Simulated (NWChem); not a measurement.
# C4H6 (SMILES [CH2]/C=C/[CH2]) at 4 levels

Wanted: a comparison of 4 runs (UHF/STO-3G, UHF/3-21G, UB3LYP/6-31G*) of C4H6. 

Program for the calculation: NWChem 7.3.0.

## Step 1: The molecule

C4H6 has 10 atoms, charge 0, and is taken as a triplet. As SMILES, `[CH2]/C=C/[CH2]`. The shape is that of a GFN2-xTB optimisation.

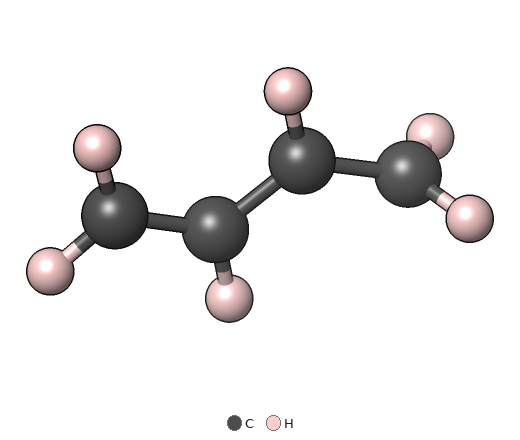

The structure, seen from a chosen angle (carbon dark grey, hydrogen pink).

## Step 2: Energy and gradient at UHF/STO-3G (run 1)

c4h6.xyz reads:

```xyz
10
C4H6 hf
C     -1.536390     0.695750    -0.865840
C     -0.337380     0.574810    -0.089560
C      0.370720    -0.600790     0.105730
C      1.512930    -0.698270     0.849660
H     -1.501540     0.935600    -1.914110
H     -2.508100     0.586720    -0.414280
H      0.053810     1.473290     0.386830
H     -0.015240    -1.495410    -0.367010
H      1.934940     0.162690     1.338890
H      2.026240    -1.634380     0.969680
```

c4h6.nw reads:

```
echo
start c4h6
title "C4H6 hf"
memory total 2200 mb

geometry units angstroms noautosym nocenter noautoz
   load c4h6.xyz
end

basis spherical bse
   C library STO-3G
   H library STO-3G
end

scf
   triplet
   uhf
   thresh 1e-08
   maxiter 80
   print medium
end

task scf gradient
```

Command:

```bash
$ nwchem c4h6.nw > c4h6.out
```

What it wrote:

```text
[...]
  functions       =    26
[...]
  wavefunction    = UHF
[...]
         Total SCF energy =   -152.988013782246
      One electron energy =   -410.264241824197
      Two electron energy =    154.329703131432
 Nuclear repulsion energy =    102.946524910519
                       Sz =      1.0000
                 Sz(Sz+1) =      2.0000
                      S^2 =      2.2940
[...]
                         UHF ENERGY GRADIENTS
    atom               coordinates                        gradient
                 x          y          z           x          y          z
   1 C      -2.903356   1.314777  -1.636200    0.041964  -0.001882   0.026618
   2 C      -0.637556   1.086233  -0.169244   -0.035892  -0.023034  -0.029593
   3 C       0.700559  -1.135328   0.199801    0.020321   0.019537   0.018252
   4 C       2.859023  -1.319539   1.605625   -0.026716   0.001862  -0.017458
   5 H      -2.837499   1.768028  -3.617143    0.000474  -0.001656   0.005498
   6 H      -4.739622   1.108740  -0.782876    0.004481   0.000063  -0.001439
   7 H       0.101686   2.784114   0.731003    0.001731   0.001563   0.001574
   8 H      -0.028799  -2.825915  -0.693548   -0.000585   0.001860   0.000051
   9 H       3.656506   0.307440   2.530135   -0.002309  -0.003063  -0.002276
  10 H       3.829038  -3.088530   1.832429   -0.003469   0.004750  -0.001226
[...]
```

Run time: 1.9 s. Hardware: 1 thread of AMD EPYC 9R45 (Zen 5), shared host; peak memory 0.099 GiB.

## Step 3: Energy and forces at UHF/3-21G (run 2)

sp.nw reads:

```
start sp
title "C4H6"
memory 2200 mb

geometry units angstrom noautosym nocenter noautoz
 C     -1.536390     0.695750    -0.865840
 C     -0.337380     0.574810    -0.089560
 C      0.370720    -0.600790     0.105730
 C      1.512930    -0.698270     0.849660
 H     -1.501540     0.935600    -1.914110
 H     -2.508100     0.586720    -0.414280
 H      0.053810     1.473290     0.386830
 H     -0.015240    -1.495410    -0.367010
 H      1.934940     0.162690     1.338890
 H      2.026240    -1.634380     0.969680
end

basis "ao basis" spherical bse
 * library 3-21G
end

scf
 triplet
 uhf
 thresh 1e-08
 maxiter 80
 print medium
end

task scf gradient
```

Command:

```bash
$ nwchem sp.nw > sp.out
```

What it wrote:

```text
[...]
  functions       =    48
[...]
  wavefunction    = UHF
[...]
         Total SCF energy =   -154.010264923628
      One electron energy =   -410.040338380702
      Two electron energy =    153.083548546556
 Nuclear repulsion energy =    102.946524910519
                       Sz =      1.0000
                 Sz(Sz+1) =      2.0000
                      S^2 =      2.2034
[...]
                         UHF ENERGY GRADIENTS
    atom               coordinates                        gradient
                 x          y          z           x          y          z
   1 C      -2.903356   1.314777  -1.636200    0.027034   0.000022   0.017318
   2 C      -0.637556   1.086233  -0.169244   -0.026603  -0.011209  -0.020531
   3 C       0.700559  -1.135328   0.199801    0.015475   0.008431   0.012349
   4 C       2.859023  -1.319539   1.605625   -0.016093   0.001988  -0.010277
   5 H      -2.837499   1.768028  -3.617143   -0.000034  -0.000213  -0.000967
   6 H      -4.739622   1.108740  -0.782876   -0.001565  -0.000469   0.000576
   7 H       0.101686   2.784114   0.731003    0.003157   0.005038   0.003350
   8 H      -0.028799  -2.825915  -0.693548   -0.002054  -0.003589  -0.002242
   9 H       3.656506   0.307440   2.530135    0.000249   0.001536   0.000538
  10 H       3.829038  -3.088530   1.832429    0.000432  -0.001534  -0.000115
[...]
```

Wall time 2.1 s (1 thread of AMD EPYC 9R45 (Zen 5), shared host); peak memory 0.099 GiB.

Run 3 isn't shown in full; the table further down has it.

## Step 4: Energy and gradient at UB3LYP/6-31G(d) (Cartesian functions) (run 4)

run.py reads:

```python
from ase import Atoms
from ase.calculators.nwchem import NWChem

atoms = Atoms('CCCCHHHHHH', positions=[
    [-1.536390, 0.695750, -0.865840],
    [-0.337380, 0.574810, -0.089560],
    [0.370720, -0.600790, 0.105730],
    [1.512930, -0.698270, 0.849660],
    [-1.501540, 0.935600, -1.914110],
    [-2.508100, 0.586720, -0.414280],
    [0.053810, 1.473290, 0.386830],
    [-0.015240, -1.495410, -0.367010],
    [1.934940, 0.162690, 1.338890],
    [2.026240, -1.634380, 0.969680],
])

calc = NWChem(
    label='sp',
    theory='dft',
    memory='2200 mb',
    basis='6-31G*',
    dft={'xc': 'b3lyp', 'mult': '3', 'grid': 'xfine', 'convergence': 'energy 1e-08', 'iterations': '100', 'mulliken': None},
)
atoms.calc = calc

forces = atoms.get_forces()
print(f"energy = {atoms.get_potential_energy():.6f} eV")
print("forces (eV/A):")
for s, f in zip(atoms.symbols, forces):
    print(f"{s:2s} {f[0]:10.5f} {f[1]:10.5f} {f[2]:10.5f}")
```

Command:

```bash
$ export ASE_NWCHEM_COMMAND="nwchem PREFIX.nwi > PREFIX.nwo"
$ python run.py
```

What it wrote:

```text
energy = -4242.388018 eV
forces (eV/A):
C    -0.41585   -0.02149   -0.24210
C     0.44521    0.17715    0.34093
C    -0.25428   -0.08145   -0.18754
C     0.34525   -0.11925    0.20132
H    -0.07060    0.13143   -0.47339
H    -0.44084   -0.00962    0.11632
H     0.10310    0.17777    0.11071
H    -0.08341   -0.22497   -0.10953
H     0.16234    0.30324    0.18121
H     0.20913   -0.33286    0.06212
```

The calculator wrote sp.nwi:

```
title "sp"

permanent_dir sp

scratch_dir sp

start sp

geometry units angstrom nocenter noautosym noautoz
  C  -1.5363899999999999e+00 6.9574999999999998e-01 -8.6584000000000005e-01
  C  -3.3738000000000001e-01 5.7481000000000004e-01 -8.9560000000000001e-02
  C  3.7071999999999999e-01 -6.0079000000000005e-01 1.0573000000000000e-01
  C  1.5129300000000001e+00 -6.9826999999999995e-01 8.4965999999999997e-01
  H  -1.5015400000000001e+00 9.3559999999999999e-01 -1.9141100000000000e+00
  H  -2.5081000000000002e+00 5.8672000000000002e-01 -4.1427999999999998e-01
  H  5.3809999999999997e-02 1.4732900000000000e+00 3.8683000000000001e-01
  H  -1.5240000000000000e-02 -1.4954099999999999e+00 -3.6701000000000000e-01
  H  1.9349400000000001e+00 1.6269000000000000e-01 1.3388899999999999e+00
  H  2.0262400000000000e+00 -1.6343799999999999e+00 9.6967999999999999e-01
end

memory 2200 mb

basis noprint
   * library 6-31G*
end

dft
  xc b3lyp
  mult 3
  grid xfine
  convergence energy 1e-08
  iterations 100
  mulliken
end

task dft gradient
```

sp.nwo:

```text
Northwest Computational Chemistry Package (NWChem) 7.3.0
             --------------------------------------------------------

           Job information
           ---------------

    nwchem branch   = 7.3.0
    use scalapack   = T
    input           = sp.nwi
    prefix          = sp.
    data base       = sp/sp.db
    status          = startup
    nproc           =        1

           Memory information
           ------------------

[... 5 lines left out ...]
    hardfail = no
[... 120 lines left out ...]
          Convergence on energy requested:  1.00D-08
[... 28 lines left out ...]
          total energy or number of iterations.
[... 89 lines left out ...]
      One electron energy =     -411.852497469906
[... 1151 lines left out ...]
          Convergence on energy requested:  1.00D-08
[... 28 lines left out ...]
          total energy or number of iterations.
[... 36 lines left out ...]
                 ----------------------------------------
                 |  Time  |  1-e(secs)   |  2-e(secs)   |
                 ----------------------------------------
                 |  CPU   |       0.00   |       0.49   |
                 ----------------------------------------
                 |  WALL  |       0.00   |       0.49   |
                 ----------------------------------------

 Task  times  cpu:       42.6s     wall:       42.6s
 Total times  cpu:       42.6s     wall:       42.6s
```

Wall time 44 s (1 thread of AMD EPYC 9R45 (Zen 5), shared host); peak memory 0.15 GiB.

## Step 5: All runs side by side

```tsv
run	level	iteration cap	module	energy (Eh)	dipole moment (D)	HOMO energy (eV)	LUMO energy (eV)	wall time
1	UHF/STO-3G	80	scf	-152.988014	0.08	-7.79	7.34	1.9 s
2	UHF/3-21G	80	scf	-154.010265	0.12	-8.70	3.43	2.1 s
3	UB3LYP/6-31G* (spherical functions)	100	dft	-155.901683	0.17	-4.97	-1.75	40 s
4	UB3LYP/6-31G* (Cartesian functions)	100	dft	-155.904885	0.17	-4.97	-1.76	44 s
```

## Step 6: Outcome

| quantity | value |
| --- | --- |
| run 4: total energy | -155.90489 Eh |
| run 4: dipole moment | 0.17 D |
| run 4: HOMO energy (highest over α and β) | -4.97 eV |
| run 4: LUMO energy (lowest over α and β) | -1.76 eV |
| run 4: ⟨S²⟩ | 2.029 |
| run 4: largest force on an atom | 0.588 eV/Å |

In words: The dipole moment (its size) runs from 0.08 D (UHF/STO-3G) to 0.17 D (UB3LYP/6-31G*). The two ends differ in method and basis. In run 1 the basis is minimal, so the values are rough. Spin contamination of the reference: run 1 ⟨S²⟩ = 2.29, run 2 ⟨S²⟩ = 2.20. All runs together took 88 s, the longest 44 s.
